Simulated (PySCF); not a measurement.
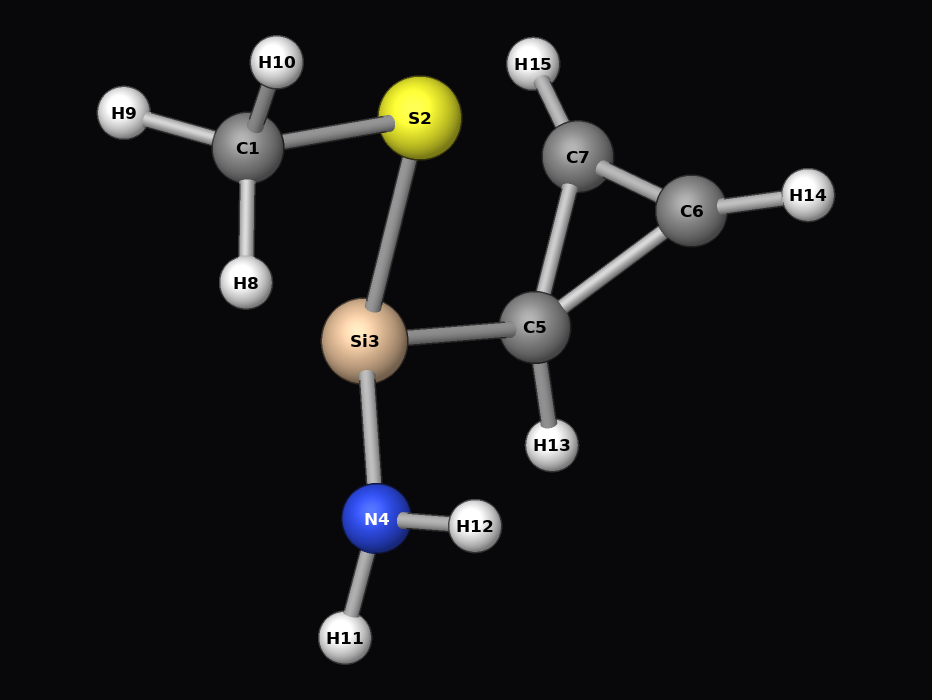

The questions are on Mulliken spin populations. Charge 0, doublet. The geometry was computed by an optimisation with GFN2-xTB. No frequency run is at hand to confirm it as a minimum. Properties computed with UKS B3LYP, pcH-1 on C H N S Si, non-relativistic (PySCF 2.14.0).

### Which atom carries the largest spin population?

Si3 (0.77 e).

### Which atom has the lowest spin population?

C1, H8, H10, H11, H13, H14, H15 (0.00 e).

Give the Mulliken spin populations atom by atom.

```tsv
atom	value (e)
C1	0.00
S2	0.08
Si3	0.77
N4	0.03
C5	0.05
C6	0.03
C7	0.02
H8	0.00
H9	0.01
H10	0.00
H11	0.00
H12	0.03
H13	0.00
H14	0.00
H15	0.00
```

Mulliken values depend strongly on the basis set. The geometry is semi-empirical. Around Si such bond lengths and angles can be off by a tenth of an ångström or more and by several degrees, and values that hang on the shape move with them.
